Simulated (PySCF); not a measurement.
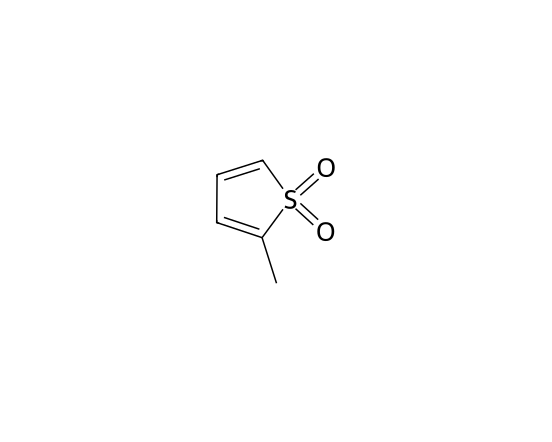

Skeletal drawing of a molecule.

**Write the SMILES.**

CC1=CC=CS1(=O)=O

**Give the formula, hydrogens included.**

C5H6O2S.

More results for the same structure follow; atom numbers are the same in all pictures, views and colours differ. The geometry was computed by an optimisation with PBE0-D3(BJ)/def2-SVP. No frequency run is at hand to confirm it as a minimum.

Geometry

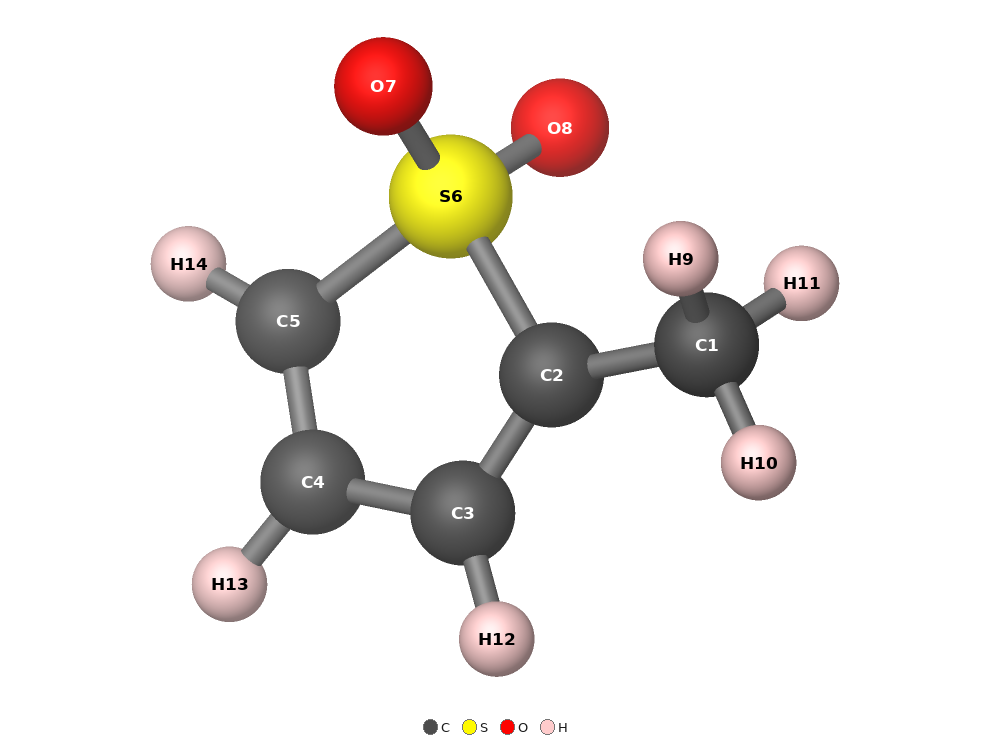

No frequency run is at hand to confirm it as a minimum.

Estimate the angles C1–C2–S6, C2–C1–H9, C2–C1–H10, C2–C1–H11, C2–C3–C4, C2–C3–H12, C2–S6–C5, C3–C4–C5, C3–C4–H13, C4–C3–H12, C4–C5–H14, S6–C5–H14.

| angle | degrees |
| --- | --- |
| C1–C2–S6 | 117.8 |
| C2–C1–H9 | 110.1 |
| C2–C1–H10 | 111.4 |
| C2–C1–H11 | 109.9 |
| C2–C3–C4 | 114.5 |
| C2–C3–H12 | 123.7 |
| C2–S6–C5 | 93.0 |
| C3–C4–C5 | 114.9 |
| C3–C4–H13 | 121.5 |
| C4–C3–H12 | 121.9 |
| C4–C5–H14 | 130.3 |
| S6–C5–H14 | 120.7 |

Quadrupole coupling

No frequency run is at hand to confirm it as a minimum. Electric field gradients from the ground-state density, PBE0/pcSseg-1 in tetrahydrofuran (IEF-PCM) (PySCF 2.14.0), non-relativistic apart from any core potentials.

Give the largest field-gradient component, the quadrupole coupling constant and the asymmetry for 33S at S6 (Q = −67.81 mb), 17O at O7 (Q = −25.6 mb), 17O at O8 (Q = −25.6 mb), 2H at H9 (Q = 2.86 mb), 2H at H10 (Q = 2.86 mb).

| atom | V_zz (a.u.) | e²qQ/h (MHz) | η |
| --- | --- | --- | --- |
| S6 | −0.052 | 0.835 | 0.87 |
| O7 | 1.423 | −8.56 | 0.14 |
| O8 | 1.423 | −8.56 | 0.14 |
| H9 | 0.283 | 0.190 | 0.03 |
| H10 | 0.291 | 0.196 | 0.04 |

Ring current

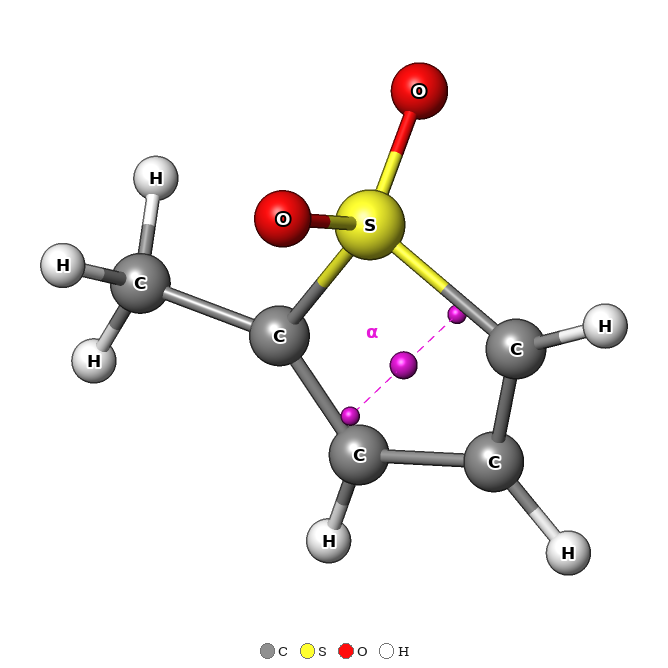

The small points mark where nucleus-independent chemical shifts (NICS) were computed: at the centre of each lettered ring and 1 Å above and below it. No frequency run is at hand to confirm it as a minimum. Properties computed with GIAO PBE0/pcSseg-1 NMR shielding, non-relativistic, IEF-PCM tetrahydrofuran (PySCF 2.14.0).

Give NICS(0), NICS(1) and the out-of-plane component NICS(1)zz for each ring (means of the two sides).

```
ring  members  NICS(0)  NICS(1)  NICS(1)zz
   α      C4S      0.1     −2.1        1.9
```

Values in ppm.

**What do the values say about the ring currents?**

Ring α: weak, as in a non-aromatic ring. NICS is one index among several.

Excitation

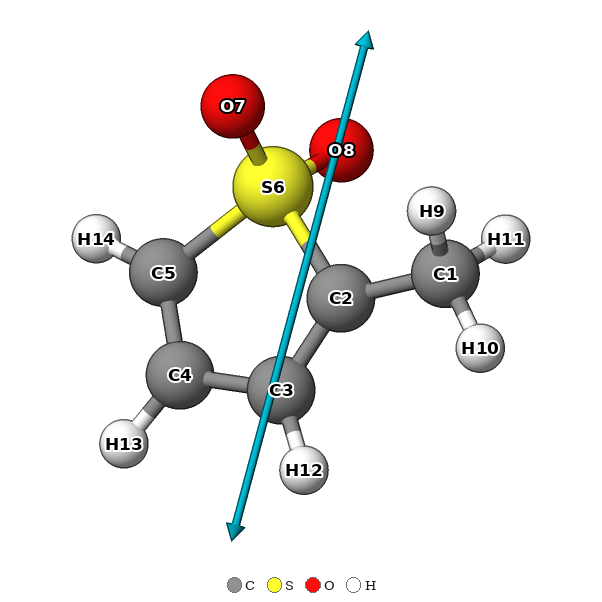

The double arrow shows the direction of the transition dipole to excited singlet state 3 (its length means nothing). No frequency run is at hand to confirm it as a minimum. Method: TDDFT B3LYP/def2-SVPD, vertical, IEF-PCM tetrahydrofuran (non-equilibrium linear response), core orbitals frozen in the response (PySCF 2.14.0).

**Give its energy, strength and character.**

5.57 eV (223 nm), oscillator strength 0.072, mainly HOMO−2 → LUMO (weight 0.94); transition dipole 1.84 D.
